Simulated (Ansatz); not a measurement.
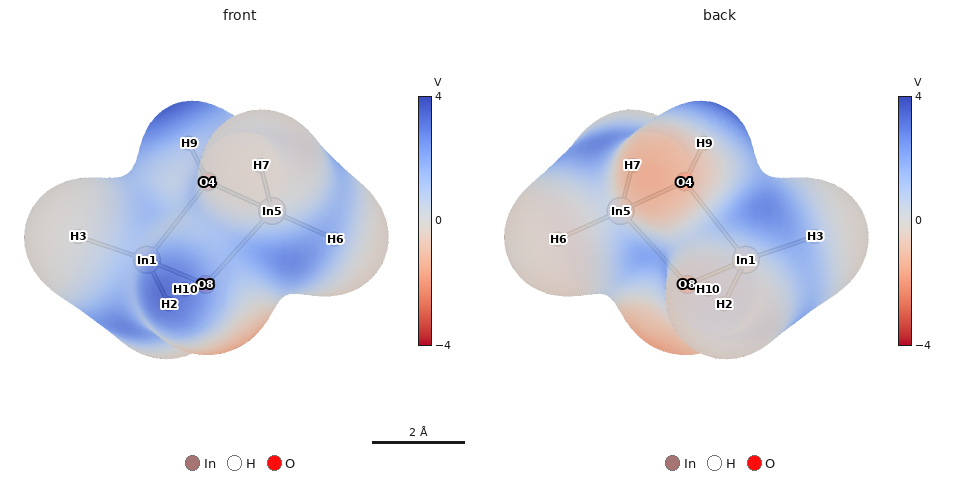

H₆In₂O₂ ((H2In-mu-OH)2). The electrostatic potential painted on the density surface at 0.004 e/bohr³, seen from the front and from behind; the colour scale runs from red (negative) to blue (positive).

Geometry: PBE0-D4/def2-SVP; core potentials replace the inner electrons of In.

The calculation used RKS PBE0-D4/def2-TZVP (Ansatz).

Input

```
crystal:
  periodic: [false, false, false]
  atoms:
    - {symbol: In, position_ang: [1.673358, -0.182659, 0.070389]}
    - {symbol: H, position_ang: [2.204010, -1.735534, 0.562131]}
    - {symbol: H, position_ang: [2.453438, 1.287706, -0.384831]}
    - {symbol: O, position_ang: [-0.010760, 0.343715, 1.347614]}
    - {symbol: In, position_ang: [-1.676845, -0.158822, 0.037556]}
    - {symbol: H, position_ang: [-2.239075, -1.703924, 0.518578]}
    - {symbol: H, position_ang: [-2.426854, 1.322429, -0.432663]}
    - {symbol: O, position_ang: [0.009261, -0.490285, -1.301024]}
    - {symbol: H, position_ang: [-0.007473, 1.251785, 1.670470]}
    - {symbol: H, position_ang: [0.020939, 0.065589, -2.088222]}
basis:
  gaussian: {orbitals: def2-TZVP, initial_orbitals: start.molden}
hamiltonian: {xc: pbe0, dispersion: d4}
scf: {omitted_lower_state_checks: [starts]}
output: {orbitals: {seedname: orbitals}}
```

Launched as:

```sh
ansatz run in.yaml --threads 4 --pin off --events-out ev --progress --plain --max-ram 3916MiB
```

**Which sites attract a positive test charge, and which a negative one?**

A positive charge is drawn to the negative regions and a negative charge to the positive ones. The most negative region (about −1.5 V) lies over O4 and O8, the most positive (about +3.4 V) over H9 and H10.
